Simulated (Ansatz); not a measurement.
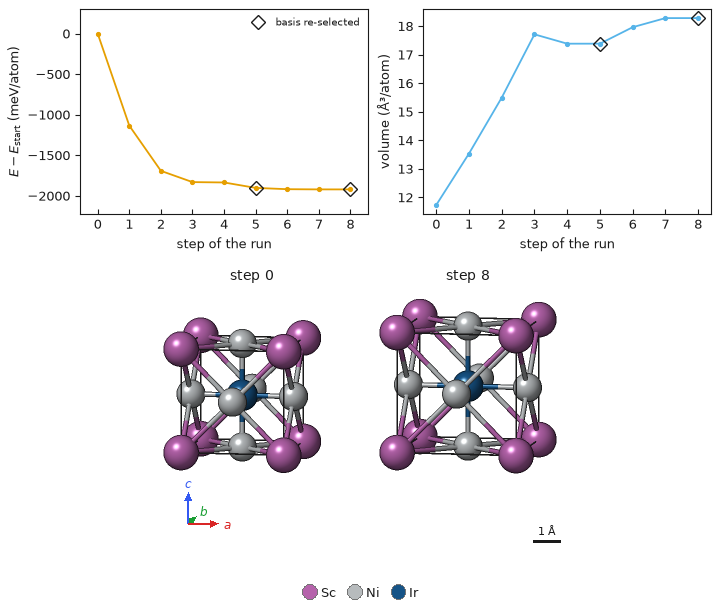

First and last geometry of a relaxation of crystalline ScNi₃Ir (built on the cubic perovskite type) (coarse preliminary run), with the history of the run. The picture is a ball-and-stick view of the cell of the calculation, seen slightly off an axis.

Case: cubic perovskite type (Pm-3m, No. 221).

The calculation used DFT PBE, scalar-relativistic, plane waves, PAW (Ansatz). (plane-wave cutoff 420 eV; k-point mesh 4 × 4 × 4; occupations gaussian; smearing width 0.1 eV; no spin polarisation; cell and atoms relaxed; force threshold 0.04 eV/Å; at most 70 steps)

Read the history and describe the run.

It converged. No atom moves by more than 0.005 Å relative to the cell. The drawn cell changes as follows: a = b = c 3.886 → 4.505 Å (+15.9 %); the volume changes by +55.8 %. Among the contacts that change: Ni–Sc 2.748 → 3.185 Å, Ir–Ni 1.943 → 2.252 Å. The space group stays Pm-3m (No. 221). Over 6 accepted moves (8 points after the start) the energy falls by 1920 meV per atom. All forces vanish by symmetry, so only the cell relaxes. The pressure goes from 140.51 to 0.21 GPa. The SCF was repeated twice at an unchanged geometry on a basis and grid sized afresh for the cell, which shifted the energy by 66.9 meV per atom at most. Cost: 27 s on 1 thread of Arm Neoverse V1, on a shared host, peak memory 0.4 GiB.

```csv
step,"E − E(0), meV/atom","pressure, GPa","volume, Å³/atom",note
0,0.00,140.51,11.736,
1,-1134.61,69.07,13.537,
2,-1691.49,26.19,15.497,
3,-1830.20,-3.97,17.714,
4,-1834.68,-0.15,17.387,
5,-1901.55,6.79,17.387,"same geometry, new basis"
6,-1917.62,2.39,17.964,
7,-1920.05,0.27,18.283,
8,-1920.29,0.21,18.283,"same geometry, new basis"
```

Limits of the set-up: the k-point mesh is coarse for a cell with partly filled bands; an element that often carries a moment was run without spin polarisation.
